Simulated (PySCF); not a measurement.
Vertical excitations of a molecule C₄H₁₁NSi from TDA-PBE/def2-SVPD (PySCF), as energy in eV (oscillator strength): 4.84 (0.001), 5.72 (0.028), 5.98 (0.022), 6.23 (0.002), 6.34 (0.002), 6.45 (0.322). Lowest triplet (TDA): 4.26 eV. Coordinates come from a B3LYP-D3(BJ)/def2-SVP optimisation. The values are those of a single conformer.

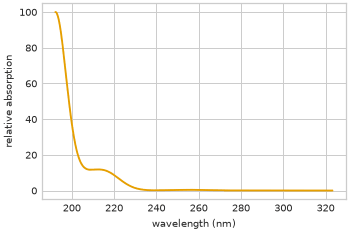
Figure. The lines broadened by 0.4 eV.

Problem. Which molecule gave these data?
A) [SiH3]NCC1CC1
B) C=CCN[SiH2]C
C) C/C=C/[Si@H](C)N
D) C/C=N\[SiH](C)C

Solution. C, C/C=C/[Si@H](C)N
